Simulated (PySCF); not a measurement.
# GaBr (SMILES [Ga][Br]) at 6 levels

Aim: a comparison of 6 runs (HF/3-21G, BHLYP/aug-cc-pVTZ, M06-2X/aug-cc-pVTZ, M06-L/aug-cc-pVTZ, SVWN5/aug-cc-pVTZ, wB97X/aug-cc-pVTZ) of GaBr. Input form: a Python script.

Program for the calculation: PySCF 2.14.0.

3 further runs of the same task are left out: 3 set aside as unsound or not needed.

## Step 1: The system as given

GaBr has 2 atoms, charge 0, and is taken as a singlet. As SMILES, `[Ga][Br]`. The Ga1–Br2 distance was set to 2.730 Å, away from the relaxed value.

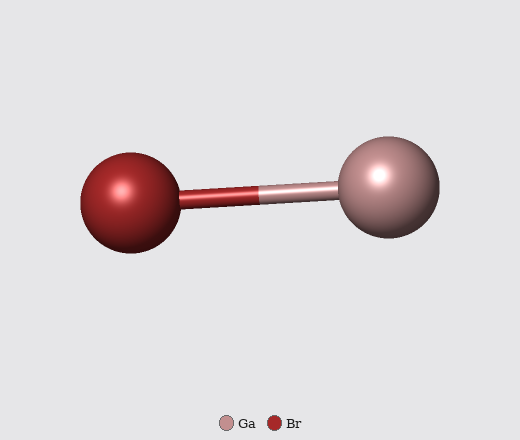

The structure, seen from a chosen angle (gallium pink, bromine red).

## Step 2: The energy at HF/3-21G (run 1)

The input, input.py:

```python
from pyscf import gto, scf

system = gto.M(
    atom='''
Ga     0.000000     0.000000    -0.646815
Br     0.000000     0.000000     4.512893
''',
    max_memory=1860,
    basis='3-21g',
    verbose=3,
    spin=0,
    unit='bohr',
)

calc0 = scf.RHF(system)
calc0.conv_tol = 1e-10
calc0.kernel()
if not calc0.converged:
    calc0 = calc0.newton().run(calc0.mo_coeff, calc0.mo_occ)

e_final = calc0.e_tot
print(f'total energy: {e_final:.8f} hartree')
```

On the command line:

```bash
$ OMP_NUM_THREADS=1 python input.py
```

The log of the run:

```text
converged SCF energy = -4473.93167966946
total energy: -4473.93167967 hartree
```

Wall time 0.97 s (1 thread of Arm Neoverse N1, shared host); peak memory 0.1 GiB.

## Step 3: The energy at BHLYP/aug-cc-pVTZ (run 2)

The input, geometry.xyz:

```xyz
2

Ga     0.000000     0.000000    -0.342280
Br     0.000000     0.000000     2.388120
```

The input, job.py:

```python
from pyscf import gto, dft

mol = gto.Mole()
mol.atom = 'geometry.xyz'
mol.basis = 'aug-cc-pvtz'
mol.spin = 0
mol.verbose = 3
mol.max_memory = 1860
mol.build()

mf = dft.RKS(mol, xc='bhandhlyp')
mf.conv_tol = 1e-10
mf.grids.level = 5
mf.kernel()
if not mf.converged:
    mf = mf.newton().run(mf.mo_coeff, mf.mo_occ)

e_final = mf.e_tot
print('Final energy', e_final)
```

On the command line:

```bash
$ OMP_NUM_THREADS=1 python job.py
```

The log of the run:

```text
converged SCF energy = -4499.1179340338
Final energy -4499.117934033797
```

Wall time 23 s (1 thread of Arm Neoverse N1, shared host); peak memory 0.62 GiB.

Runs 3 to 4 aren't shown in full; the table further down has their settings and results.

## Step 4: A single-point energy at SVWN5/aug-cc-pVTZ (run 5)

The input, run.py:

```python
from pyscf import gto, dft

mol = gto.M(
    atom='''
Ga     0.000000     0.000000    -0.342280
Br     0.000000     0.000000     2.388120
''',
    verbose=4,
    basis='aug-cc-pvtz',
    charge=0,
    max_memory=1860,
)

mf = dft.RKS(mol, xc='svwn')
mf.grids.level = 5
mf.conv_tol = 1e-10
mf.kernel()
if not mf.converged:
    mf = mf.newton().run(mf.mo_coeff, mf.mo_occ)

etot = mf.e_tot
print('E(%s) = %.9f' % ('SVWN5', etot))
```

On the command line:

```bash
$ OMP_NUM_THREADS=1 python run.py
```

The log of the run:

```text
PySCF version 2.14.0

[... 76 lines left out ...]
converged SCF energy = -4492.58192474514
E(SVWN5) = -4492.581924745
```

Run time: 18 s. Hardware: 1 thread of Arm Neoverse N1, shared host; peak memory 0.44 GiB.

## Step 5: A single-point energy at wB97X/aug-cc-pVTZ (run 6)

The input, run.py:

```python
from pyscf import gto, dft

system = gto.M(
    atom='Ga -0.000000 -0.000000 -0.342280; Br 0.000000 0.000000 2.388120',
    basis='aug-cc-pvtz',
    max_memory=1860,
    verbose=3,
)

mf = dft.RKS(system)
mf.xc = 'wb97x'
mf.conv_tol = 1e-10
mf.grids.level = 5
mf.kernel()
if not mf.converged:
    mf = mf.newton().run(mf.mo_coeff, mf.mo_occ)

energy = mf.e_tot
print('Final energy', energy)
```

On the command line:

```bash
$ OMP_NUM_THREADS=1 python run.py
```

The log of the run:

```text
converged SCF energy = -4499.21596820569
Final energy -4499.215968205689
```

Wall time 98 s (1 thread of Arm Neoverse N1, shared host); peak memory 0.62 GiB.

## Step 6: The series

```csv
run,level,integration grid,energy (Eh),dipole moment (D),HOMO energy (eV),LUMO energy (eV),wall time
1,HF/3-21G,–,-4473.931680,5.38,-9.09,0.28,0.97 s
2,BHLYP/aug-cc-pVTZ,5,-4499.117934,5.29,-8.31,-1.67,23 s
3,M06-2X/aug-cc-pVTZ,5,-4499.182646,5.08,-8.34,-1.58,37 s
4,M06-L/aug-cc-pVTZ,5,-4498.995515,4.80,-6.29,-2.70,41 s
5,SVWN5/aug-cc-pVTZ,5,-4492.581925,4.61,-6.44,-3.23,18 s
6,wB97X/aug-cc-pVTZ,5,-4499.215968,5.31,-9.52,-0.58,98 s
```

## Step 7: Results

| quantity | value |
| --- | --- |
| run 6: total energy | -4499.21597 Eh |
| run 6: dipole moment | 5.31 D |
| run 6: HOMO energy | -9.52 eV |
| run 6: LUMO energy | -0.58 eV |
| run 6: HOMO–LUMO gap | 8.94 eV |

**Reading.** The dipole moment (its size) runs from 4.61 D (SVWN5/aug-cc-pVTZ) to 5.38 D (HF/3-21G). The two ends differ in method and basis. The HOMO–LUMO gap runs from 3.21 eV (SVWN5/aug-cc-pVTZ) to 9.37 eV (HF/3-21G). Totals of different functionals can't be ranked against each other. All runs together took 3.6 min, the longest 98 s.
